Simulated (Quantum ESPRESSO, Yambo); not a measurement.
# Quasiparticle gap of KBr (Fm-3m) in Yambo, part 2 of 2

Aim: the G0W0 gap of KBr (Fm-3m) on PBE, step by step.

Quantum ESPRESSO 7.5 and Yambo 5.3.0; PBE and many-body steps on it, plane waves. Known limits of the many-body steps: not at the basis limit; no spin-orbit coupling.

So far. Step 2 (Ground state): The gap is direct, at Γ. Step 3 (Bands along the symmetry lines): The gap is 4.436 eV, as in the run before at this level.

## Step 4: Empty states on the mesh, 4×4×4 mesh, 176 bands

Level of this step: DFT, PBE, plane waves, norm-conserving pseudopotentials (Quantum ESPRESSO).

The sums over transitions need many empty states on a uniform mesh; this step solves for them.

pw.in

```
&control
  calculation = 'nscf'
  prefix = 'x'
  outdir = 'o'
  pseudo_dir = 'pseudo'
/
&system
  ibrav = 0
  nat = 2
  ntyp = 2
  ecutwfc = 76.0
  nbnd = 176
  force_symmorphic = .true.
/
&electrons
  conv_thr = 1e-9
  electron_maxstep = 80
  diago_full_acc = .true.
  diago_thr_init = 5e-6
/
ATOMIC_SPECIES
  K 39.098 K.upf
  Br 79.904 Br.upf
CELL_PARAMETERS angstrom
  0.0000000000 3.3000000000 3.3000000000
  3.3000000000 0.0000000000 3.3000000000
  3.3000000000 3.3000000000 0.0000000000
ATOMIC_POSITIONS crystal
  K 0.0000000000 0.0000000000 0.0000000000
  Br 0.5000000000 0.5000000000 0.5000000000
K_POINTS automatic
  4 4 4 0 0 0
```

On the command line:

```console
> OMP_NUM_THREADS=1 mpirun -n 4 pw.x -nk 4 -in pw.in > pw.out
```

The program printed:

```text
[banner, memory and clock lines left out]
Program PWSCF v.7.5 starts

     Atomic positions and unit cell read from directory:
     o/x.save/

     Message from routine setup:
     using ibrav=0 with symmetry is DISCOURAGED, use correct ibrav instead

     G-vector sticks info

     bravais-lattice index     =            0
     lattice parameter (alat)  =       8.8192  a.u.
     unit-cell volume          =     485.0298 (a.u.)^3
     number of atoms/cell      =            2
     number of atomic types    =            2
     number of electrons       =        26.00
     number of Kohn-Sham states=          176
     kinetic-energy cutoff     =      76.0000  Ry
     charge density cutoff     =     304.0000  Ry
     Exchange-correlation= PBE
                           (   1   4   3   4   0   0   0)

     celldm(1)=   8.819172  celldm(2)=   0.000000  celldm(3)=   0.000000
     celldm(4)=   0.000000  celldm(5)=   0.000000  celldm(6)=   0.000000

     crystal axes: (cart. coord. in units of alat)
               a(1) = (   0.000000   0.707107   0.707107 )
               a(2) = (   0.707107   0.000000   0.707107 )
               a(3) = (   0.707107   0.707107   0.000000 )

     reciprocal axes: (cart. coord. in units 2 pi/alat)
               b(1) = ( -0.707107  0.707107  0.707107 )
               b(2) = (  0.707107 -0.707107  0.707107 )
               b(3) = (  0.707107  0.707107 -0.707107 )
     Pseudo is Norm-conserving + core correction, Zval =  9.0
     Generated using ONCVPSP code by D. R. Hamann
     Using radial grid of 2222 points,  6 beta functions with:
     Pseudo is Norm-conserving + core correction, Zval = 17.0
     Generated using ONCVPSP code by D. R. Hamann
     Using radial grid of 1098 points,  6 beta functions with:
     K                 9.00    39.09800     K ( 1.00)
     Br               17.00    79.90400     Br( 1.00)

     48 Sym. Ops., with inversion, found

   Cartesian axes

     site n.     atom                  positions (alat units)
         1        K      tau(   1) = (   0.0000000   0.0000000   0.0000000  )
         2        Br     tau(   2) = (   0.7071068   0.7071068   0.7071068  )

     number of k points=     8
                       cart. coord. in units 2pi/alat
        k(    1) = (   0.0000000   0.0000000   0.0000000), wk =   0.0312500
        k(    2) = (   0.1767767   0.1767767  -0.1767767), wk =   0.2500000
        k(    3) = (  -0.3535534  -0.3535534   0.3535534), wk =   0.1250000
[...]
k(    7) = (  -0.7071068   0.0000000   0.0000000), wk =   0.0937500
        k(    8) = (  -0.7071068   0.3535534   0.0000000), wk =   0.1875000

     Dense  grid:    43599 G-vectors     FFT dimensions: (  50,  50,  50)

     The potential is recalculated from file :
     o/x.save/charge-density

     Starting wfcs are   14 randomized atomic wfcs +  162 random wfcs

     Band Structure Calculation

     End of band structure calculation

          k = 0.0000 0.0000 0.0000 (  5521 PWs)   bands (ev):

   -56.1051 -56.1051 -56.1029 -56.1029 -56.1029 -25.6928 -10.2110  -9.1698
    -9.1698  -9.1698   2.0853   2.0853   2.0853   6.5214   9.6944   9.6944
     9.6944  10.5130  10.5130  13.6827  16.9929  16.9929  16.9929  17.7590
[...]
[... 10 further rows ...]
[...]
k = 0.1768 0.1768-0.1768 (  5414 PWs)   bands (ev):

[...]
[... 10 further rows ...]
[...]
k =-0.3536-0.3536 0.3536 (  5444 PWs)   bands (ev):

[...]
[... 10 further rows ...]
    91.4865  91.5284  91.5284  93.1237  93.1237  93.7897  93.7897  94.3629
    94.6056  95.9446  95.9446  97.6017  97.8771  97.8992  98.1334  98.1334

          k = 0.3536 0.0000 0.0000 (  5425 PWs)   bands (ev):

     [... further k-points ...]

     highest occupied, lowest unoccupied level (ev):     2.0853    6.5214

     XML data file, pseudopotentials, collected wavefunctions
```

It took 21 s on 4 MPI ranks of Arm Neoverse V1, shared host; peak memory 0.54 GiB; 83 s of CPU time.

Numbers from this step:

| Quantity | Value |
| --- | --- |
| gap | 4.436 eV |
| k of the valence top | 0, 0, 0 |
| k of the conduction bottom | 0, 0, 0 |
| least direct gap | 4.436 eV |
| k points computed | 8 |
| lowest point of the top converged band, above the valence top | 93.5197 eV |

On this mesh the gap is 4.436 eV.

## Step 5: Conversion and set-up

This step: Yambo 5.3.0; conversion and set-up on PBE, plane waves, norm-conserving pseudopotentials.

The states are converted to the many-body program's format and the q mesh is built.

On the command line:

```console
> (cd o/x.save; p2y > p2y.log; mv SAVE ../..); yambo > setup.log
```

The program printed:

```text
 Yambo, version 5.3.0

 [02] CORE Variables Setup
 =========================

  [02.01] Unit cells
  ==================

  Cell kind             :  FCC
  Atoms in the cell     :  K  Br
  number of K  atoms    :  1
  number of Br atoms    :  1

  List of atomic masses
  Mass of K     :  39.09800
  Mass of Br    :  79.90400

  List of atomic coordinates    : [cc]
  K1       :  0.000000  0.000000  0.000000  order 1
  Br1       :  6.236096  6.236096  6.236096  order 2

  Alat factors          :  6.236096  6.236096  6.236096 [a.u.]
  Direct lattice volume :  485.0298 [a.u.]
  Direct lattice vectors:  A[ 1 ]  A[ 2 ]  A[ 3 ]
   A[ 1 ]:  0.000000  1.000000  1.000000  [iru]
   0.000000  6.236096  6.236096  [cc]
   A[ 2 ]:  1.000000  0.000000  1.000000  [iru]
   6.236096  0.000000  6.236096  [cc]
   A[ 3 ]:  1.000000  1.000000  0.000000  [iru]
   6.236096  6.236096  0.000000  [cc]

  Recip. lattice volume :  0.511412 [a.u.]
  Recip. lattice vectors:  B[ 1 ]  B[ 2 ]  B[ 3 ]
   B[ 1 ]: -0.500000  0.500000  0.500000  [iku]
  -0.503776  0.503776  0.503776  [cc]
   B[ 2 ]:  0.500000 -0.500000  0.500000  [iku]
   0.503776 -0.503776  0.503776  [cc]
   B[ 3 ]:  0.500000  0.500000 -0.500000  [iku]
   0.503776  0.503776 -0.503776  [cc]

  [02.02] Symmetries
  ==================

  Inversion symmetry    : yes
  Spatial inversion     : yes
  Inversion index       :  25
  K-space Time-reversal : no
  Magnetic symmetries   : no
  Group table correct   : yes
  Symmetries units      :  [cc]

   [S  1]:   1.0000      0.28986E-16  0.28986E-16  0.28986E-16   1.0000     -0.28986E-16 -0.28986E-16 -0.28986E-16   1.0000
   [S  2]:  -1.0000     -0.28986E-16  0.28986E-16 -0.28986E-16  -1.0000     -0.28986E-16  0.28986E-16  0.28986E-16   1.0000
   [S  3]:  -1.0000      0.28986E-16 -0.28986E-16 -0.28986E-16   1.0000      0.28986E-16  0.28986E-16 -0.28986E-16  -1.0000
[...]
[... 36 further rows ...]
   [S 47]:  0.28986E-16   1.0000     -0.28986E-16 -0.28986E-16  0.28986E-16  -1.0000       1.0000     -0.28986E-16  0.28986E-16
   [S 48]:  0.28986E-16  -1.0000      0.28986E-16 -0.28986E-16 -0.28986E-16   1.0000       1.0000      0.28986E-16 -0.28986E-16

  [02.03] Reciprocal space
  ========================

  nG shells         :   402
  nG charge         :   43599
  nG WFs            :   6483
  nC WFs            :   5521
  G-vecs. in first 40 shells:  [ Number ]
     1    9   15   27   51   59   65   89  113
    137   169   181   229   259   283   307   331   339
    387   411   459   531   537   561   609   645   701
[...]
1139  1211  1243  1291
  ...
  Shell energy in first 40 shells:  [ mHa ]
[...]
6471.64      6598.53      7106.11      7486.80      8121.27      8501.96      8628.85      9136.43      9517.12
    9644.01      10151.6      10532.3      10659.2      11166.8      11547.4      12181.9      12562.6      12689.5
[...]
K/Q-points units:
  rlu = crystal or reduced units; cc = cartesian coordinates; iku = interal k-units

  K [1]          [rlu]:  0.000000  0.000000  0.000000
         WF components:   5521
  K [2]          [rlu]: -0.15345E-16  0.12410E-16  0.25000
         WF components:   5414
  K [3]          [rlu]:  0.30690E-16 -0.24821E-16 -0.50000
         WF components:   5444
  K [4]          [rlu]: -0.46171E-17  0.25000      0.25000
         WF components:   5425
  K [5]          [rlu]: -0.94755E-17  0.25000     -0.50000
         WF components:   5434
  [... 2 further k-points ...]
  K [8]          [rlu]:  0.250000 -0.500000 -0.250000
         WF components:   5440

  [02.05] Energies & Occupations
  ==============================

  [X] === General ===
  [X] Electronic Temperature                        :  0.000000  0.000000 [eV K]
  [X] Bosonic    Temperature                        :  0.000000  0.000000 [eV K]
  [X] Finite Temperature mode                       : no
  [X] El. density                                   :  0.36174E+24 [cm-3]
  [X] Fermi Level                                   :  2.085286 [eV]

  [X] === Gaps and Widths ===
  [X] Conduction Band Min                           :  4.436154 [eV]
  [X] Valence Band Max                              :  0.000000 [eV]
  [X] Filled Bands                                  :  13
  [X] Empty Bands                                   :   14  176
  [X] Direct Gap                                    :  4.436154 [eV]
  [X] Direct Gap localized at k                     :  1
  [X] Indirect Gap                                  :  4.436154 [eV]
  [X] Indirect Gap between kpts                     :  1  1
  [X] Last valence band width                       :  0.536069 [eV]
  [X] 1st conduction band width                     :  2.953841 [eV]

  E @ K [1]:  [eV]
  -58.19038 -58.19038 -58.18823 -58.18823 -58.18823 -27.77812 -12.29627 -11.25509
   -11.255      -11.255     -0.23570E-09 -0.49585E-10   0.0000       4.4362       7.6091       7.6091
    7.60906   8.42775   8.42775  11.59738  14.90759  14.90759  14.90759  15.67370
[...]
occ @ K [1]
[...]
E @ K [2]:  [eV]
[...]
occ @ K [2]
[...]
E @ K [3]:  [eV]
[...]
occ @ K [3]
[...]
E @ K [4]:  [eV]
[...]
occ @ K [4]
[...]
E @ K [5]:  [eV]
[...]
occ @ K [5]
[...]
[... 2 further k-points ...]
  E @ K [8]:  [eV]
[...]
occ @ K [8]
[...]
0.000000  0.000000  0.000000  0.000000  0.000000  0.000000  0.000000  0.000000
   0.000000  0.000000  0.000000  0.000000  0.000000  0.000000  0.000000  0.000000

 [03] Transferred momenta grid and indexing
 ==========================================

 IBZ Q-points                                      :   8
 BZ  Q-points                                      :   64

 K/Q-points units:
 rlu = crystal or reduced units; cc = cartesian coordinates; iku = interal k-units

 Q [1]          [rlu]:  0.000000  0.000000  0.000000
 Q [2]          [rlu]: -0.15345E-16  0.40166E-16  0.25000
 Q [3]          [rlu]:  0.30690E-16 -0.80332E-16 -0.50000
[...]
Q [7]          [rlu]:  0.92343E-17 -0.50000     -0.50000
 Q [8]          [rlu]:  0.250000 -0.500000 -0.250000

  [03.01] X indexes
  =================

   [03.01.01] Sigma indexes
   ========================

 [06] Game Over & Game summary
```

The job ended after 3.1 s (1 MPI rank; peak memory 0.26 GiB).

## Step 6: Screening and self-energy, 4×4×4 mesh, 176 bands, screening to 163.3 eV

Now the one-shot GW correction: screening in the RPA, then the self-energy of the levels asked for.

This step: G0W0 on PBE, plane waves, norm-conserving pseudopotentials.

gw1.in

```
HF_and_locXC
gw0
dyson
ppa
em1d
rim_cut
RandQpts= 1000000
RandGvec= 1 RL
EXXRLvcs= 76 Ry
VXCRLvcs= 304 Ry
Chimod= "HARTREE"
% BndsRnXp
 1 | 176 |
%
NGsBlkXp= 12 Ry
% LongDrXp
 1 | 1 | 1 |
%
% GbndRnge
 1 | 176 |
%
DysSolver= "n"
ExtendOut
PPAPntXp= 27.21138 eV
% QPkrange
 1 | 1 | 12 | 15 |
%
```

On the command line:

```console
> OMP_NUM_THREADS=1 mpirun -n 4 yambo -F gw1.in -J gw1 -C gw1 > gw1.log
```

The program printed:

```text
 Yambo, version 5.3.0

 [02] CORE Variables Setup
 =========================

  [... cell, symmetries and grids as in the set-up ...]

  [02.05] Energies & Occupations
  ==============================

  [X] === General ===
  [X] Electronic Temperature                        :  0.000000  0.000000 [eV K]
  [X] Bosonic    Temperature                        :  0.000000  0.000000 [eV K]
  [X] Finite Temperature mode                       : no
  [X] El. density                                   :  0.36174E+24 [cm-3]
  [X] Fermi Level                                   :  2.085286 [eV]

  [X] === Gaps and Widths ===
  [X] Conduction Band Min                           :  4.436154 [eV]
  [X] Valence Band Max                              :  0.000000 [eV]
  [X] Filled Bands                                  :  13
  [X] Empty Bands                                   :   14  176
  [X] Direct Gap                                    :  4.436154 [eV]
  [X] Direct Gap localized at k                     :  1
  [X] Indirect Gap                                  :  4.436154 [eV]
  [X] Indirect Gap between kpts                     :  1  1
  [X] Last valence band width                       :  0.536069 [eV]
  [X] 1st conduction band width                     :  2.953841 [eV]

 [03] Transferred momenta grid and indexing
 ==========================================

 IBZ Q-points                                      :   8
 BZ  Q-points                                      :   64

 K/Q-points units:
 rlu = crystal or reduced units; cc = cartesian coordinates; iku = interal k-units

 Q [1]          [rlu]:  0.000000  0.000000  0.000000
 Q [2]          [rlu]: -0.15345E-16  0.40166E-16  0.25000
 Q [3]          [rlu]:  0.30690E-16 -0.80332E-16 -0.50000
 Q [4]          [rlu]: -0.46171E-17  0.25000      0.25000
 Q [5]          [rlu]: -0.20915E-17  0.25000      0.50000
 Q [6]          [rlu]: -0.24821E-16  0.25000     -0.25000
 Q [7]          [rlu]:  0.92343E-17 -0.50000     -0.50000
 Q [8]          [rlu]:  0.250000 -0.500000 -0.250000

 [04] Coloumb potential Random Integration (RIM)
 ===============================================

  [04.01] RIM initialization
  ==========================

  * Diagonal components only detected *

  8 x (sBL volume)        :  0.063927 [a.u.]
  sBZ random points       :  1000000
  Points outside the sBZ  :   7968281
  RL volume               :  0.511412 [a.u.]
  Integrated volume       :  0.513448 [a.u.]

  [04.02] RIM integrals
  =====================

  Gamma point sphere radius             :  0.072529 [a.u.]
  Points outside the sphere             :   800476
  [Int_sBZ(q=0) 1/q^2]*(Vol_sBZ)^(-1/3) =:  7.776341
                                 should be <:  7.795600

  Summary of Coulomb integrals for non-metallic bands |Q|[au] RIM/Bare

  Q [1] 0.100000E-4 0.997530 * Q [2] 0.218141 1.068480
  Q [4] 0.251888 1.066792 * Q [6] 0.356223 1.029814
  Q [5] 0.417709 1.022655 * Q [3] 0.436282 1.020683
  Q [7] 0.503776 1.017590 * Q [8] 0.563238 1.014367

 [05] Dipoles
 ============

  [05.01] Setup: observables and procedures
  =========================================

 [06] Dynamic Dielectric Matrix (PPA)
 ====================================

 [WR./gw1//ndb.pp]---------------------------------------------------------------
  Brillouin Zone Q/K grids (IBZ/BZ)                :    8   64    8   64
  RL vectors                                       :   6567 [WF]
  Coulomb cutoff potential                         : none
  Electronic Temperature                           :  0.000000 [K]
  Bosonic    Temperature                           :  0.000000 [K]
  PPA    diel. fun.  energies                      : Perdew, Burke & Ernzerhof(X)+Perdew, Burke & Ernzerhof(C)
  wavefunctions                                    : Perdew, Burke & Ernzerhof(X)+Perdew, Burke & Ernzerhof(C)
  Global Gauge                                     : length
  X matrix size                                    :   339
  X band range                                     :    1  176
  X e/h energy range                               : -1.000000 -1.000000 [eV]
  X Time ordering                                  : R
  X Hxc Kernel                                     : HARTREE
  X Drude frequency                                :  0.000000  0.000000
  X poles                                          :  100.0000 [o/o]
  RL vectors in the sum                            :   6567
  [r,Vnl] included                                 : yes
  Field direction                                  :  0.577350E-5  0.577350E-5  0.577350E-5
  BZ energy Double Grid                            : no
  BZ energy DbGd points                            : 0
  BZ Q point size factor                           : -1.000000
  X Optical Averaged directions                    : none

 [07] Local Exchange-Correlation + Non-Local Fock
 ================================================

 [VXC] Plane waves :   43599
 [EXS] Plane waves :   5577

 QP @ state[ 1 ] K range:  1  1
 QP @ state[ 1 ] b range:  12  15

 [xc] Functional : Perdew, Burke & Ernzerhof(X)+Perdew, Burke & Ernzerhof(C)
 [xc] LIBXC used to calculate xc functional
  PP Number of Atomic Species                      :  2
  NLCC RL compoments                               :   43599
  PP Number of Atomic Species                      :  2
  NLCC RL compoments                               :   43599

 [xc] E_xc :  -16.87313 [Ha]
      E_xc :  -33.74626 [Ry]

  Local XC kind (lXC) : Perdew, Burke & Ernzerhof(X)+Perdew, Burke & Ernzerhof(C)
  Non-Local XC kind (nlXC) : Hartree-Fock

  Corrections @ K [1] :  [eV]
 <12|nlXC|12> = -19.54505 -0.66813E-18 <12|lXC|12> = -14.35201  0.000000
 <13|nlXC|13> = -19.54503 -0.56643E-17 <13|lXC|13> = -14.35201  0.000000
 <14|nlXC|14> = -3.946254 -0.27063E-17 <14|lXC|14> = -7.314516  0.000000
 <15|nlXC|15> = -3.767011  0.71943E-18 <15|lXC|15> = -8.482834  0.47204E-16

 [08] Dyson equation: Newton solver
 ==================================

  [08.01] G0W0 (W PPA)
  ====================

  [  GW  ] Bands range     :    1  176
  [GW/PPA] G damping       :  0.100000 [eV]

  QP @ state[ 1 ] K range:  1  1
  QP @ state[ 1 ] b range:  12  15

   Sc/G bands                                       :    1  176
   Sc/G damping                                     :  0.100000 ev
   Sc bands terminator                              : no
   Sx RL components                                 :   5577

   QP @ state[ 1 ] K range                          :  1  1
   QP @ state[ 1 ] b range                          :  12  15
   GF energies kind                                 : Perdew, Burke & Ernzerhof(X)+Perdew, Burke & Ernzerhof(C)
   GF WF`s kind                                     : Perdew, Burke & Ernzerhof(X)+Perdew, Burke & Ernzerhof(C)
   Xs energies kind                                 : Perdew, Burke & Ernzerhof(X)+Perdew, Burke & Ernzerhof(C)
   Xs WF`s kind                                     : Perdew, Burke & Ernzerhof(X)+Perdew, Burke & Ernzerhof(C)

 [11] Game Over & Game summary
```

Elapsed: 3.3 min, on 4 MPI ranks; peak memory 2 GiB.

Numbers from this step:

```
G0W0 gap on the points computed              : 7.709 eV
starting gap on the mesh                     : 4.436 eV
k of the valence top                         : 0, 0, 0
k of the conduction bottom                   : 0, 0, 0
least direct G0W0 gap on the computed points : 7.709 eV
Z at the valence top                         : 0.8284
Z at the conduction bottom                   : 0.8738
```

The gap on the mesh goes from 4.44 eV to 7.71 eV, a correction of +3.27 eV.

Limits: finite bands, cutoff and mesh; no spin-orbit coupling. v1 is the top filled band, c1 the lowest empty one. The levels before and after the correction (eV, zero at the valence-band top of each column):

|  | conduction bottom | valence top |
| --- | --- | --- |
| Kohn-Sham | 4.44 | 0.00 |
| G0W0 | 7.71 | 0.00 |

|  | level | energy (eV) |
| --- | --- | --- |
| Kohn-Sham | Γ v2-v1 | 0.000 |
| Kohn-Sham | Γ c1 | 4.436 |
| Kohn-Sham | Γ c2 | 7.609 |
| G0W0 | Γ v2-v1 | 0.000 |
| G0W0 | Γ c1 | 7.709 |
| G0W0 | Γ c2 | 11.826 |

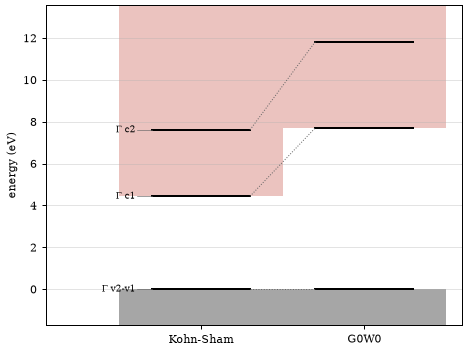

Levels before and after the correction. Shaded: valence and conduction bands.

## Step 7: Where the time went

Times are wall times on the hardware named with each run, good to a factor of about two.

| step | time | share | memory (GiB) |
| --- | --- | --- | --- |
| ground state | 10 s | 4 % | 0.31 |
| bands along the symmetry lines | 10 s | 4 % | 0.26 |
| empty states on the mesh | 21 s | 9 % | 0.54 |
| conversion and set-up | 3.1 s | 1 % | 0.26 |
| screening and self-energy | 3.3 min | 82 % | 2.0 |

## Step 8: What came out

```yaml
pbe_gap: 4.44 eV, direct
g0w0_gap_on_the_mesh: 7.71 eV
gw_settings: 4×4×4 mesh, 176 bands, screening to 163.3 eV, Godby-Needs plasmon pole
known_limits: not at the basis limit; no spin-orbit coupling
```

**Reading.** G0W0 moves the gap on the mesh from 4.44 eV to 7.71 eV (+3.27 eV), with Z of 0.83 and 0.87 at the edges. Only 1 of the mesh's irreducible points was corrected, so a valley elsewhere could overtake. The dearest step here is «screening and self-energy». Bands and cutoff are finite, so the gap is not at the basis limit. The miss can reach some tenths of an eV and take either sign; the mesh is an error of its own. In the G0W0 run levels were corrected at 1 k point alone, so a gap called «on the mesh» is the least over those, and an edge elsewhere would be missed. The many-body steps are scalar-relativistic: spin-orbit coupling is not in them.

[Paths, hosts, dates, memory and timing lines, banners, echoed tables and standing remarks are left out of the program output.]

[Logs are printed without paths, hosts, clocks, repeated set-up lines and the standing remarks that a program may print on its own settings, such as how far it seeks lower states.]

[Runs of the session that timed out or met a known fault of the program may be left out.]

[Hosts, paths, dates, database ids (printed as entryN), source tags and the programs' standing remarks are cut or masked in the printed files.]
